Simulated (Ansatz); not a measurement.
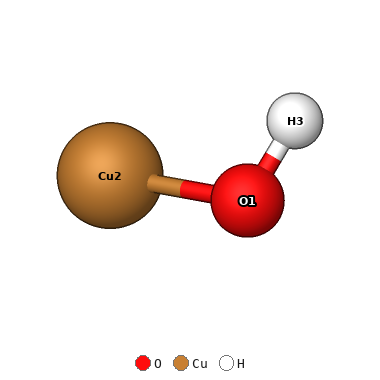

The system is CuHO, SMILES [OH][Cu]; the picture shows the reference structure. First axis: bond length O1–Cu2. Second axis: bond length O1–H3. Nothing is relaxed (all other coordinates rigid). Grid: 15 × 15 points. All energies are given in kJ/mol relative to the relaxed molecule at the same level. The reference is spin-restricted, which grows unreliable where a bond is stretched far. Method: RKS PBE-D4/def2-TZVP (Ansatz).

Its coordinates:

```json
{"atom": "O", "x (Å)": "-0.3365", "y (Å)": "-0.4525", "z (Å)": "-0.2417"}
{"atom": "Cu", "x (Å)": "1.1497", "y (Å)": "0.0107", "z (Å)": "0.6332"}
{"atom": "H", "x (Å)": "-0.8241", "y (Å)": "0.3770", "z (Å)": "-0.4047"}
```

Range: bond length O1–Cu2 from 1.536 to 2.500 Å; bond length O1–H3 from 0.800 to 1.464 Å.

What will the energy surface look like?

Answer. The lowest grid point is at bond length O1–Cu2 = 1.811 Å, bond length O1–H3 = 0.990 Å, 1.0 kJ/mol from the relaxed molecule at the same level. No other kind of well shows on this grid. The highest grid point, bond length O1–Cu2 = 2.500 Å, bond length O1–H3 = 1.464 Å, lies 352 kJ/mol above the lowest. Round the minimum the two coordinates are nearly uncoupled.

```csv
"bond length O1–H3 ↓, bond length O1–Cu2 →",1.536,1.605,1.674,1.742,1.811,1.880,1.949,2.018,2.087,2.156,2.225,2.293,2.362,2.431,2.500
1.464,277,236,214,206,207,215,226,240,256,272,289,305,322,338,353
1.416,255,213,190,182,183,190,201,215,231,247,264,280,297,313,328
1.369,233,190,167,158,158,165,177,190,206,222,239,255,272,288,303
1.322,210,166,143,133,134,140,152,165,181,197,214,230,247,263,278
1.274,187,143,118,109,108,115,126,140,155,171,188,205,221,237,252
1.227,165,120,95,85,84,91,102,115,131,147,164,180,197,213,228
1.179,143,97,72,62,61,67,78,92,107,123,140,157,173,189,205
1.132,124,77,51,41,40,46,57,70,86,102,119,135,152,168,184
1.085,107,60,34,23,22,28,39,52,68,84,101,117,134,150,166
1.037,95,47,20,9,8,14,25,38,54,70,87,104,120,136,152
0.990,89,41,14,2,1,7,18,31,47,63,80,97,113,130,145
0.942,93,43,16,5,3,9,20,34,49,65,82,99,116,132,148
0.895,109,59,32,20,18,24,35,49,64,81,98,114,131,148,163
0.848,142,92,64,52,51,57,67,81,97,113,130,147,164,180,196
0.800,200,150,122,110,109,114,125,139,155,171,188,205,222,239,254
```

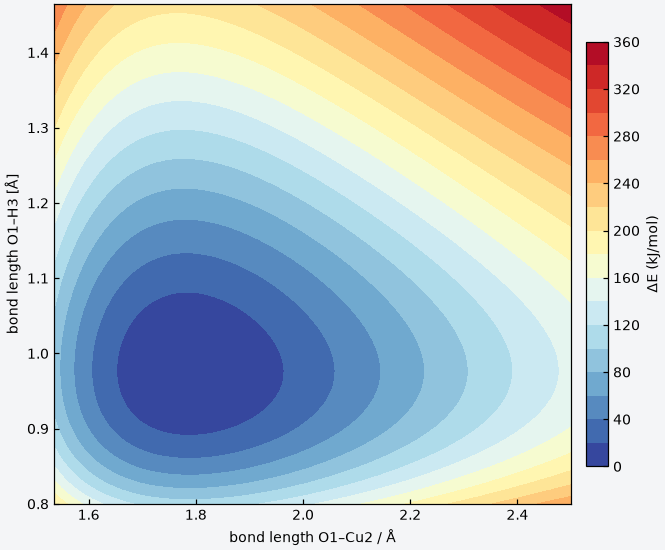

Drawn: filled contours. Between grid points the surface is interpolated.

Each point was launched as `ansatz run input.yaml --threads 1 --pin off --max-ram 2560MiB --backend cpu --events-out ev --progress --plain --runs-dir out`. Time for the 225 points that were run: 17 min on 1 thread of Arm Neoverse N1, with other jobs on the host.
